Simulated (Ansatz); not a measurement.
Given this structure, coordinates from a relaxation with Ansatz 0.2.0, DFT LDA, scalar-relativistic, plane waves, PAW, written in its standard cell:

Space group P6_3/mmc (No. 194). a = 2.430 Å, b = 2.430 Å, c = 3.916 Å, α = 90.00°, β = 90.00°, γ = 120.00°
| atom | site | symmetry | x | y | z |
| --- | --- | --- | --- | --- | --- |
| Co | 2d | -6m2 | 0.3333 | 0.6667 | 0.7500 |

What does the kinematic electron diffraction pattern along [311] look like at 80 kV (B = 0.3 Å²)?

The spots form an oblique net whose two shortest vectors correspond to d = 1.85 Å and 1.43 Å, 87.3° apart. They are 0 -1 1 and -1 1 2. The pattern has symmetry 2. A glide plane extinguishes reflections such as 1 -2 -1.

Strongest reflections with d > 0.80 Å, one of each family (|F|² from tabulated Gaussian fits of the electron scattering factors, times a small damping for the curvature of the Ewald sphere):

| hkl | d (Å) | I (strongest = 100) |
| --- | --- | --- |
| 0 1 -1 | 1.854 | 100 |
| 1 0 -3 | 1.109 | 32 |
| 1 -1 -2 | 1.433 | 20 |
| 0 2 -2 | 0.927 | 6 |

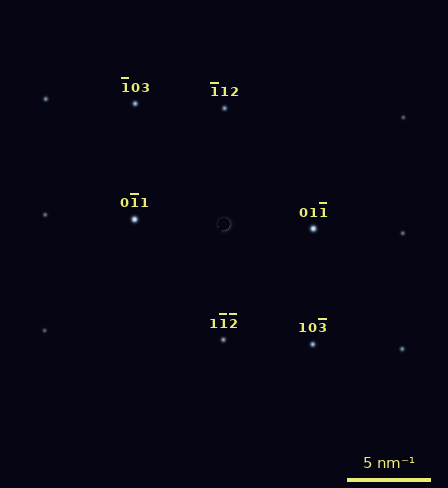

Calculated pattern, seen from the source side with [311] pointing towards the source.
